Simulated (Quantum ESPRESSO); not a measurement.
# MgS (Niningerite): zone-centre phonons, part 2 of 2

Which modes does MgS (Niningerite) have at the zone centre?

Quantum ESPRESSO 7.5; DFT LDA, scalar-relativistic, plane waves, PseudoDojo norm-conserving pseudopotentials.

So far. Step 2 (A probe with smearing): A gap of 2.6 eV opens on this mesh, so the crystal is taken as an insulator; the start stands at -3.1 GPa. Step 4 (Ground state): The cell stands at -0.015 GPa, close enough for phonons. The relaxed cell has a = 5.132 Å (conventional setting).

## (5) Zone-centre response

At q = 0 one unit cell holds all displacements; symmetry groups them into irreducible representations that are solved one by one. The response to a field gives ε∞ and the Born charges, which polar modes need.

The input, ph.in:

```
phonons
&inputph
   prefix = 'x'
   outdir = './tmp'
   fildyn = 'g.dyn'
   tr2_ph = 1.0d-18
   epsil = .true.
/
0.000000000000 0.000000000000 0.000000000000
```

On the command line:

```sh
> OMP_NUM_THREADS=1 mpirun -n 4 ph.x -nk 4 -in ph.in > ph.out
```

Output:

```text
[banners, grids, parts of the stress and lines that vanish by symmetry left out]
[banner, memory and clock lines left out]
Program PHONON v.7.5

     ./tmp/x.save/

     IMPORTANT: XC functional enforced from input :
     Exchange-correlation= PW
                           (   1   4   0   0   0   0   0)
     Any further DFT definition will be discarded
     Please, verify this is what you really want

     G-vector sticks info

     Reading collected, re-writing distributed wavefunctions in ./tmp/

     Number and degeneracy of irreps per q-point
       N         xq(1)         xq(2)         xq(3)   N irreps
       1   0.000000000   0.000000000   0.000000000       2
        3   3

     Calculation of q =    0.0000000   0.0000000   0.0000000

     phonons

     bravais-lattice index     =            0
     lattice parameter (alat)  =       6.8581  a.u.
     unit-cell volume          =     228.0874 (a.u.)^3
     number of atoms/cell      =            2
     number of atomic types    =            2
     kinetic-energy cut-off    =      84.0000  Ry
     charge density cut-off    =     336.0000  Ry
     convergence threshold     =      1.0E-18
     beta                      =       0.7000
     number of iterations used =            4
     Exchange-correlation= PW
                           (   1   4   0   0   0   0   0)

     celldm(1)=    6.85813  celldm(2)=    0.00000  celldm(3)=    0.00000
     celldm(4)=    0.00000  celldm(5)=    0.00000  celldm(6)=    0.00000

     crystal axes: (cart. coord. in units of alat)
               a(1) = (  0.0000  0.7071  0.7071 )
               a(2) = (  0.7071  0.0000  0.7071 )
               a(3) = (  0.7071  0.7071  0.0000 )

     reciprocal axes: (cart. coord. in units 2 pi/alat)
               b(1) = ( -0.7071  0.7071  0.7071 )
               b(2) = (  0.7071 -0.7071  0.7071 )
               b(3) = (  0.7071  0.7071 -0.7071 )

     Atoms inside the unit cell:

     Cartesian axes

     site n.  atom      mass           positions (alat units)
        1  Mg     24.3050   tau(    1) = (    0.00000    0.00000    0.00000  )
        2  S      32.0600   tau(    2) = (    0.70711    0.70711    0.70711  )

     Computing dynamical matrix for
                    q = (   0.0000000   0.0000000   0.0000000 )

     49 Sym.Ops. (with q -> -q+G )

     G cutoff =  400.3045  (  23589 G-vectors)     FFT grid: ( 45, 45, 45)
     number of k points=    16
                       cart. coord. in units 2pi/alat
        k(    1) = (   0.0000000   0.0000000   0.0000000), wk =   0.0092593
        k(    2) = (   0.1178511   0.1178511  -0.1178511), wk =   0.0740741
        k(    3) = (   0.2357023   0.2357023  -0.2357023), wk =   0.0740741
        [... further k-points left out ...]

     PseudoPot. # 1 for Mg read from file:
     ./pseudo/Mg.upf
     Pseudo is Norm-conserving, Zval = 10.0
     Using radial grid of 1510 points,  4 beta functions with:
                l(1) =   0
                l(2) =   0
                l(3) =   1
                l(4) =   1

     PseudoPot. # 2 for S  read from file:
     ./pseudo/S.upf
     Pseudo is Norm-conserving + core correction, Zval =  6.0
     Using radial grid of 1132 points,  6 beta functions with:
                l(1) =   0
                l(2) =   0
                l(3) =   1
                l(4) =   1
                l(5) =   2
                l(6) =   2

     Mode symmetry, O_h (m-3m)  point group:

     Electric field:
     Dielectric constant
     Born effective charges as d Force / d E

     Atomic displacements:
     There are    2 irreducible representations

     Representation     1      3 modes -  To be done

     Representation     2      3 modes -  To be done

     Alpha used in Ewald sum =   2.8000

     Electric Fields Calculation

      iter #   1   av.it.:   6.8
      thresh= 1.000E-02 alpha_mix =  0.700 |ddv_scf|^2 =  1.791E-07

      iter #   2   av.it.:  12.2
      thresh= 4.232E-05 alpha_mix =  0.700 |ddv_scf|^2 =  2.163E-08

      iter #   3   av.it.:  12.0
      thresh= 1.471E-05 alpha_mix =  0.700 |ddv_scf|^2 =  7.944E-11

      iter #   4   av.it.:  12.4
      thresh= 8.913E-07 alpha_mix =  0.700 |ddv_scf|^2 =  6.141E-13

      iter #   5   av.it.:  12.2
      thresh= 7.836E-08 alpha_mix =  0.700 |ddv_scf|^2 =  1.492E-14

      iter #   6   av.it.:  12.4
      thresh= 1.222E-08 alpha_mix =  0.700 |ddv_scf|^2 =  2.206E-17

      iter #   7   av.it.:  13.1
      thresh= 4.696E-10 alpha_mix =  0.700 |ddv_scf|^2 =  2.674E-19

     End of electric fields calculation

          Dielectric constant in cartesian axis

          (       5.855341751      -0.000000000       0.000000000 )
          (       0.000000000       5.855341751       0.000000000 )
          (       0.000000000       0.000000000       5.855341751 )

          Effective charges (d Force / dE) in cartesian axis without acoustic sum rule applied (asr)

           atom    1  Mg    Mean Z*:        2.30051
      Ex  (        2.30051       -0.00000       -0.00000 )
      Ey  (       -0.00000        2.30051       -0.00000 )
      Ez  (       -0.00000       -0.00000        2.30051 )
           atom    2  S     Mean Z*:       -2.38301
      Ex  (       -2.38301        0.00000       -0.00000 )
      Ey  (        0.00000       -2.38301        0.00000 )
      Ez  (       -0.00000        0.00000       -2.38301 )

          Effective charges Sum: Mean:       -0.08250
             -0.08250       -0.00000       -0.00000
             -0.00000       -0.08250        0.00000
             -0.00000        0.00000       -0.08250

          Effective charges (d Force / dE) in cartesian axis with asr applied:
           atom    1  Mg    Mean Z*:        2.34176
      E*x (        2.34176       -0.00000        0.00000 )
      E*y (       -0.00000        2.34176       -0.00000 )
      E*z (        0.00000       -0.00000        2.34176 )
           atom    2  S     Mean Z*:       -2.34176
      E*x (       -2.34176        0.00000       -0.00000 )
      E*y (        0.00000       -2.34176        0.00000 )
      E*z (       -0.00000        0.00000       -2.34176 )

     Representation #   1 modes #   1   2   3

     Self-consistent Calculation

      iter #   1   av.it.:   6.6
      thresh= 1.000E-02 alpha_mix =  0.700 |ddv_scf|^2 =  1.191E-07

      iter #   2   av.it.:  12.4
      thresh= 3.451E-05 alpha_mix =  0.700 |ddv_scf|^2 =  1.280E-08

      iter #   3   av.it.:  12.2
      thresh= 1.131E-05 alpha_mix =  0.700 |ddv_scf|^2 =  1.365E-10

      iter #   4   av.it.:  12.1
      thresh= 1.168E-06 alpha_mix =  0.700 |ddv_scf|^2 =  2.698E-13

      iter #   5   av.it.:  12.8
      thresh= 5.195E-08 alpha_mix =  0.700 |ddv_scf|^2 =  6.588E-15

      iter #   6   av.it.:  12.8
      thresh= 8.117E-09 alpha_mix =  0.700 |ddv_scf|^2 =  1.371E-17

      iter #   7   av.it.:  13.0
      thresh= 3.702E-10 alpha_mix =  0.700 |ddv_scf|^2 =  2.151E-19

     End of self-consistent calculation

     Convergence has been achieved

     Representation #   2 modes #   4   5   6

     Self-consistent Calculation

      iter #   1   av.it.:   8.7
      thresh= 1.000E-02 alpha_mix =  0.700 |ddv_scf|^2 =  1.679E-06

      iter #   2   av.it.:  13.1
      thresh= 1.296E-04 alpha_mix =  0.700 |ddv_scf|^2 =  3.439E-08

      iter #   3   av.it.:  12.9
      thresh= 1.854E-05 alpha_mix =  0.700 |ddv_scf|^2 =  2.793E-09

      iter #   4   av.it.:  12.8
      thresh= 5.285E-06 alpha_mix =  0.700 |ddv_scf|^2 =  1.719E-11

      iter #   5   av.it.:  13.0
      thresh= 4.146E-07 alpha_mix =  0.700 |ddv_scf|^2 =  8.818E-14

      iter #   6   av.it.:  13.1
      thresh= 2.969E-08 alpha_mix =  0.700 |ddv_scf|^2 =  1.794E-16

      iter #   7   av.it.:  13.2
      thresh= 1.339E-09 alpha_mix =  0.700 |ddv_scf|^2 =  1.032E-17

      iter #   8   av.it.:  13.7
      thresh= 3.213E-10 alpha_mix =  0.700 |ddv_scf|^2 =  3.450E-21

     End of self-consistent calculation

     Convergence has been achieved

     Number of q in the star =    1
     List of q in the star:
          1   0.000000000   0.000000000   0.000000000

          Dielectric constant in cartesian axis

          (       5.855341751      -0.000000000       0.000000000 )
          (       0.000000000       5.855341751       0.000000000 )
          (       0.000000000       0.000000000       5.855341751 )

          Effective charges (d Force / dE) in cartesian axis without acoustic sum rule applied (asr)

           atom    1  Mg    Mean Z*:        2.30051
      Ex  (        2.30051       -0.00000       -0.00000 )
      Ey  (       -0.00000        2.30051       -0.00000 )
      Ez  (       -0.00000       -0.00000        2.30051 )
           atom    2  S     Mean Z*:       -2.38301
      Ex  (       -2.38301        0.00000       -0.00000 )
      Ey  (        0.00000       -2.38301        0.00000 )
      Ez  (       -0.00000        0.00000       -2.38301 )

          Effective charges Sum: Mean:       -0.08250
             -0.08250       -0.00000       -0.00000
             -0.00000       -0.08250        0.00000
             -0.00000        0.00000       -0.08250

          Effective charges (d Force / dE) in cartesian axis with asr applied:
           atom    1  Mg    Mean Z*:        2.34176
      E*x (        2.34176       -0.00000        0.00000 )
      E*y (       -0.00000        2.34176       -0.00000 )
      E*z (        0.00000       -0.00000        2.34176 )
           atom    2  S     Mean Z*:       -2.34176
      E*x (       -2.34176        0.00000       -0.00000 )
      E*y (        0.00000       -2.34176        0.00000 )
      E*z (       -0.00000        0.00000       -2.34176 )

     Diagonalizing the dynamical matrix

     q = (    0.000000000   0.000000000   0.000000000 )

 **************************************************************************
     freq (    1) =       0.080007 [THz] =       2.668754 [cm-1]
     freq (    2) =       0.080007 [THz] =       2.668754 [cm-1]
     freq (    3) =       0.080007 [THz] =       2.668754 [cm-1]
     freq (    4) =       7.524222 [THz] =     250.981045 [cm-1]
     freq (    5) =       7.524222 [THz] =     250.981045 [cm-1]
     freq (    6) =       7.524222 [THz] =     250.981045 [cm-1]
 **************************************************************************

     Mode symmetry, O_h (m-3m)  point group:

     freq (   1-   3) =          2.7  [cm-1]   --> T_1u G_15  G_4- I
     freq (   4-   6) =        251.0  [cm-1]   --> T_1u G_15  G_4- I
```

Run time: 3.3 min. Hardware: 4 MPI ranks of Intel Xeon at 2.50GHz (Skylake/Cascade Lake), shared host; 11 min of CPU time.

Read from the output:

```yaml
miss_of_the_charge_sum_rule: 0.08250 e
largest_acoustic_frequency_at_the_zone_centre_before_the_sum_rule: 2.67 cm⁻¹
highest_optical_zone_centre_mode_no_lo_to_term: 251.0 cm⁻¹
lowest_optical_zone_centre_mode: 251.0 cm⁻¹
mean_high_frequency_dielectric_constant: 5.855
largest_born_charge_in_size_third_of_the_trace: 2.383 e
```

Born charge (rows field, columns displacement), before the sum rule (e), principal values of the symmetric part by kind of site:

| atom | atoms with these values | low | middle | high | mean |
| --- | --- | --- | --- | --- | --- |
| Mg1 | 1 | 2.30 | 2.30 | 2.30 | 2.30 |
| S2 | 1 | -2.38 | -2.38 | -2.38 | -2.38 |

In full for S2:

```
-2.38  0.00  0.00
 0.00 -2.38  0.00
 0.00  0.00 -2.38
```

High-frequency dielectric tensor:

```
5.86 0.00 0.00
0.00 5.86 0.00
0.00 0.00 5.86
```

The acoustic modes at Γ come out as far as 2.7 cm⁻¹ from zero, where they should vanish, a small numerical error; the Born charges miss their sum rule by 0.083 e, too much: mesh or cutoff is short for the field response.

## (6) Modes with the sum rule

A rigid shift of the crystal must cost nothing, but grids and finite bases break this; the acoustic sum rule is imposed before the matrix is diagonalised again. With Born charges the intensities follow, and the static dielectric tensor.

The input, dynmat.in:

```
&input
   fildyn = 'g.dyn'
   asr = 'simple'
   fileig = 'dynmat.eig'
   lperm = .true.
/
```

On the command line:

```sh
> dynmat.x -in dynmat.in > dynmat.out
```

Output:

```text
[banner, memory and clock lines left out]
Program DYNMAT v.7.5

     Reading Dynamical Matrix from file g.dyn
     ...Force constants read
     ...epsilon and Z* read
     A direction for q was not specified:TO-LO splitting will be absent

     Polarizability (A^3 units)
     multiply by 0.381906 for Clausius-Mossotti correction
        13.059144    0.000000    0.000000
        -0.000000   13.059144    0.000000
         0.000000    0.000000   13.059144

     IR activities are in (D/A)^2/amu units

# mode   [cm-1]    [THz]      IR
    1     -0.00   -0.0000    0.0000
    2     -0.00   -0.0000    0.0000
    3      0.00    0.0000    0.0000
    4    250.96    7.5236    9.1517
    5    250.96    7.5236    9.1517
    6    250.96    7.5236    9.1517

Electronic dielectric permittivity tensor (relative, adimensional)
         5.855342    0.000000    0.000000
        -0.000000    5.855342    0.000000
         0.000000    0.000000    5.855342

 ... with zone-center polar mode contributions
        15.024783    0.000000    0.000000
         0.000000   15.024783    0.000000
         0.000000    0.000000   15.024783
```

The job ended after 0.89 s (1 thread).

Numbers from this step:

```yaml
mean_static_dielectric_constant: 15.02
```

Unit eigenvectors of the mass-weighted matrix after the sum rule; no LO-TO term. The modes at Γ (shares of kinetic energy by element, %):

| mode | frequency (cm⁻¹) | symmetry | Mg % | S % |
| --- | --- | --- | --- | --- |
| 1 | 0.0 | acoustic | 43 | 57 |
| 2 | 0.0 | acoustic | 43 | 57 |
| 3 | 0.0 | acoustic | 43 | 57 |
| 4 | 251.0 | T1u | 57 | 43 |
| 5 | 251.0 | T1u | 57 | 43 |
| 6 | 251.0 | T1u | 57 | 43 |

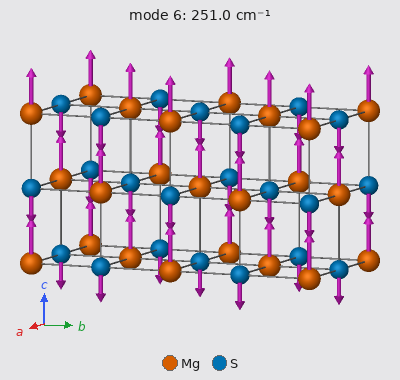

Displacement patterns of mode 6 at Γ; arrows are exaggerated. 1×2×1 conventional cells are drawn. Some periodic images of atoms are drawn too.

Degenerate modes summed, no LO-TO term. Infrared lines, with heights relative to the strongest:

| position (cm⁻¹) | lines merged | label | IR intensity, relative |
| --- | --- | --- | --- |
| 251 | 3 | T1u | 100 |

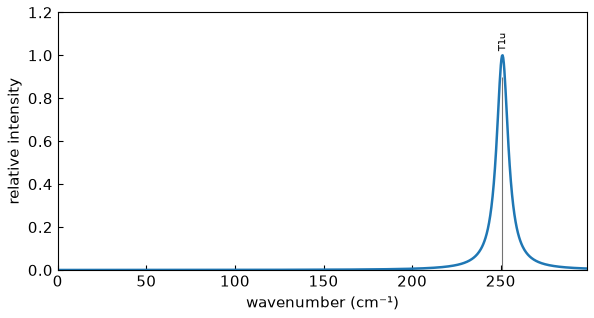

The infrared spectrum, broadened with Lorentzians of width 8 cm⁻¹; bars mark the lines.

Static dielectric tensor (ions relaxed, fixed cell):

```
15.02  0.00  0.00
 0.00 15.02  0.00
 0.00  0.00 15.02
```

The rule moves no optical mode by more than 0.1 cm⁻¹.

## (7) The LO-TO splitting (1 0 0)

A longitudinal polar mode sets up a macroscopic field that stiffens it; the term hangs on the direction from which q goes to zero.

The input, dynmat.in:

```
&input
   fildyn = 'g.dyn'
   asr = 'simple'
   fileig = 'dynmat.eig'
   q(1) = 1.0
   q(2) = 0.0
   q(3) = 0.0
/
```

On the command line:

```sh
> dynmat.x -in dynmat.in > dynmat.out
```

Output:

```text
[banner, memory and clock lines left out]
Program DYNMAT v.7.5

     Reading Dynamical Matrix from file g.dyn
     ...Force constants read
     ...epsilon and Z* read

     Polarizability (A^3 units)
     multiply by 0.381906 for Clausius-Mossotti correction
        13.059144    0.000000    0.000000
        -0.000000   13.059144    0.000000
         0.000000    0.000000   13.059144

     IR activities are in (D/A)^2/amu units

# mode   [cm-1]    [THz]      IR
    1     -0.00   -0.0000    0.0000
    2      0.00    0.0000    0.0000
    3      0.00    0.0000    0.0000
    4    250.96    7.5236    9.1517
    5    250.96    7.5236    9.1517
    6    402.01   12.0518    9.1517
```

Elapsed: 0.96 s, on 1 thread.

This step gave:

```
highest mode moved by the LO-TO term : 402.0 cm⁻¹
```

Zone-centre frequencies as printed; negative means imaginary. Modes:

| mode | frequency (cm⁻¹) |
| --- | --- |
| 1 | 0 |
| 2 | 0 |
| 3 | 0 |
| 4 | 251 |
| 5 | 251 |
| 6 | 402 |

The field moves one mode, from 251 to 402 cm⁻¹; the others stay.

## (8) Results

```
space group after relaxation                                                            : Fm-3m
volume per atom                                                                         : 16.9 Å³
gap on the k-mesh                                                                       : 2.64 eV
highest optical zone-centre mode (no LO-TO term)                                        : 251.0 cm⁻¹
highest mode moved by the LO-TO term (probably not converged in the k mesh)             : 402.0 cm⁻¹
mean high-frequency dielectric constant (probably not converged in the k mesh)          : 5.86
largest Born charge in size (third of the trace) (probably not converged in the k mesh) : 2.38 e
mean static dielectric constant (probably not converged in the k mesh)                  : 15.0
imaginary optical modes at the zone centre (no q mesh in this session)                  : none
```

At the LDA level the optical modes of MgS (Niningerite) at the zone centre (no LO-TO term) lie at 251 cm⁻¹. Along the directions run, the highest mode that the macroscopic field moves lies at 402 cm⁻¹. Lattice motion raises the mean dielectric constant from 5.855 to 15.02. The Born charges miss their sum rule by 0.083 e, a sign that the k mesh or the cutoff is short for the field response. ε∞, the Born charges and what follows from them are probably not converged in the k mesh. The Lyddane-Sachs-Teller relation holds: (ωLO/ωTO)² is 2.57 and ε₀/ε∞ is 2.57. Left out of this account: PBE with PseudoDojo NC, since it is gradient-corrected and no frozen-mode check or second program bears its response out; PBEsol with PseudoDojo NC, since it is gradient-corrected and no frozen-mode check or second program bears its response out. What is said of the levels holds for those shown. These are harmonic frequencies at zero temperature: anharmonic shifts and linewidths and thermal expansion are left out.

[Host names and launcher messages were left out of these logs when they were recorded.]

[Logs are printed without paths, hosts, clocks, repeated set-up lines and the standing remarks that a program may print on its own settings, such as how far it seeks lower states.]

[Hosts, paths, dates, database ids (printed as entryN), source tags and the programs' standing remarks are cut or masked in the printed files.]
